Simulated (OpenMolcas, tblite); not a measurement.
# How methods differ on Si2H6O2 (SMILES O[SiH2][SiH2]O)

Si2H6O2: 10 atoms, total charge 0, spin state singlet. As SMILES, `O[SiH2][SiH2]O`. The shape is that of a PBE0-D4/def2-TZVP optimisation. This is one conformer, not always the lowest.

Each level gives the HOMO–LUMO gap (eV). The values are calculated.

```json
{"level": "IPEA1-xTB", "kind": "semi-empirical", "program": "tblite", "value (eV)": "3.02", "CPU time": "under 2 s"}
{"level": "HF/6-31G* (spherical functions)", "kind": "Hartree–Fock", "program": "OpenMolcas", "value (eV)": "12.90", "CPU time": "4.9 s"}
{"level": "SVWN5/6-31G* (spherical functions)", "kind": "LDA", "program": "OpenMolcas", "value (eV)": "4.33", "CPU time": "16 s"}
{"level": "revPBE/6-31G* (spherical functions)", "kind": "GGA", "program": "OpenMolcas", "value (eV)": "4.56", "CPU time": "22 s"}
{"level": "r2SCAN/6-31G* (spherical functions)", "kind": "meta-GGA", "program": "OpenMolcas", "value (eV)": "5.17", "CPU time": "26 s"}
{"level": "B3LYP/6-31G* (spherical functions)", "kind": "global hybrid", "program": "OpenMolcas", "value (eV)": "6.24", "CPU time": "21 s"}
{"level": "B2PLYP/6-31G* (spherical functions)", "kind": "double hybrid", "program": "OpenMolcas", "value (eV)": "9.00", "CPU time": "12 s"}
```

The values span 3.02 to 12.90 eV. Orbital gaps aren't excitation energies, and those of double hybrids come from the SCF part alone; they tend to grow with the share of exact exchange. Times are those of the runs behind each value, whatever else they computed, on shared processors of several kinds: orders of magnitude only.

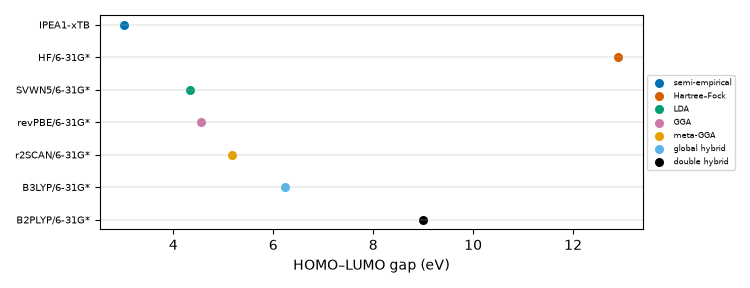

The values of the table, level by level.
